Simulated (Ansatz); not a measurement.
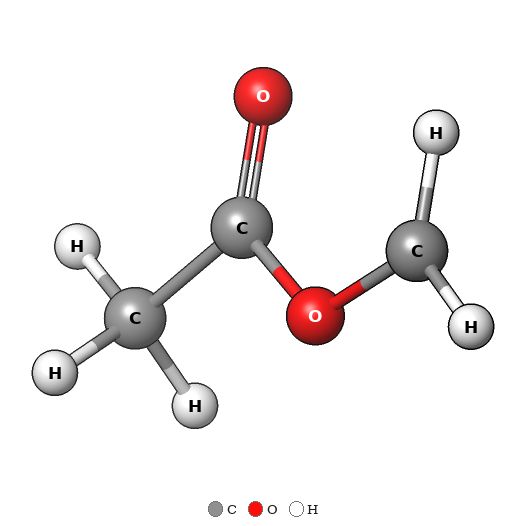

Rendered structure (ball-and-stick style). Multiple sticks mark multiple bonds (one Kekulé form).

The species is neutral and a spin doublet.

Describe the molecule.

The molecule is C₃H₅O₂. As SMILES it reads `[CH2]OC(C)=O`. It has no ring. Among its groups: ester. The point group is Cs. It is an open-shell species. Coordination: 2 C trigonal planar; 1 O bent; 1 C tetrahedral.

More results for the same structure follow; atom numbers are the same in all pictures, views and colours differ. Computed geometry: PBE0-D4/def2-TZVP optimisation.

## Dipole moment

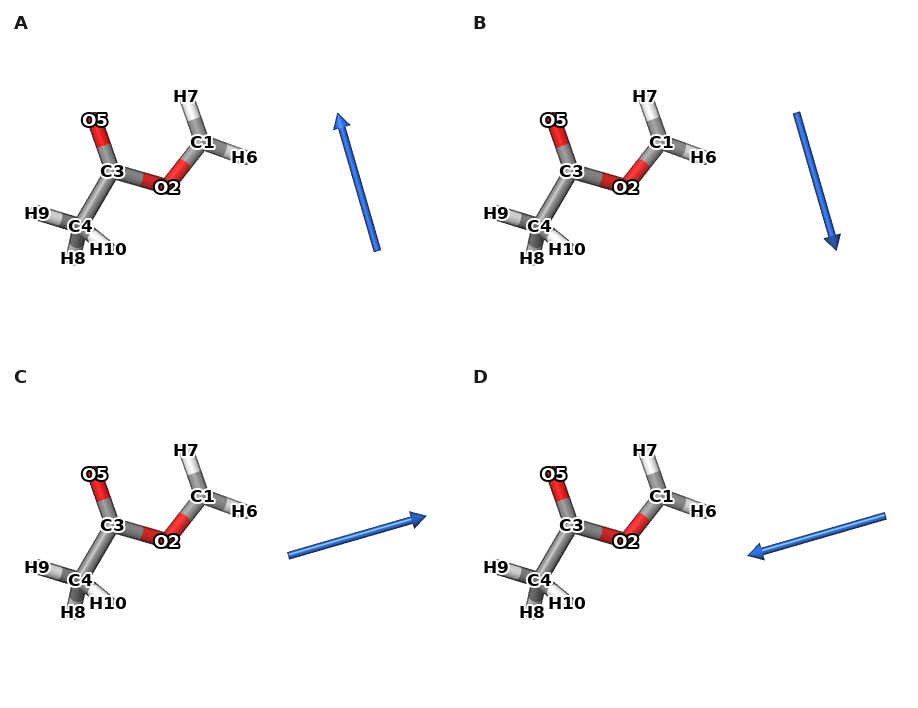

The same molecule four times, each with an arrow. Level of theory: UKS B3LYP-D4/def2-TZVPP (Ansatz 0.2.0).

> Which arrow points along the dipole moment, from the negative to the positive end?

B. The dipole moment is 1.98 D; it points from the side of O5, H7 to the side of H8, H10 (the outermost atoms at the two ends).

## Electronic properties

Properties computed with UKS PBE0-D4/def2-TZVPP (Ansatz 0.2.0).

Predict the main results.

- HOMO energy (Kohn–Sham orbital): −5.81 eV
- ⟨S²⟩ of the determinant: 0.755
- dispersion correction: −12.8 kJ/mol

## Vibrations

Harmonic vibrations computed with UKS PBE0-D4/def2-TZVP (Ansatz 0.2.0) at a stationary point of the same level.

> List the wavenumbers.

24 modes: 47, 85, 172, 290, 305, 436, 603, 651, 848, 1004, 1057, 1182, 1210, 1272, 1393, 1443, 1461, 1466, 1848, 3072, 3141, 3191, 3204, 3361 cm⁻¹.

## Charges

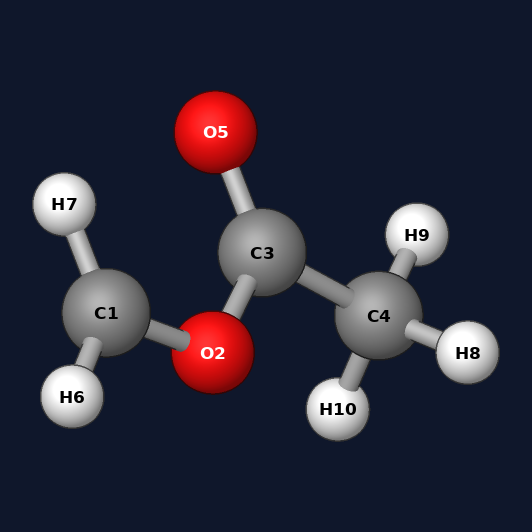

The questions are on Mulliken charges. Properties computed with UKS r2SCAN-D4/def2-TZVPP (Ansatz 0.2.0).

List the Mulliken charges.

```csv
atom,value (e)
C1,−0.10
O2,−0.22
C3,0.35
C4,−0.15
O5,−0.33
H6,0.11
H7,0.13
H8,0.07
H9,0.08
H10,0.07
```

Mulliken values depend strongly on the basis set and can even reverse the polarity of a bond.
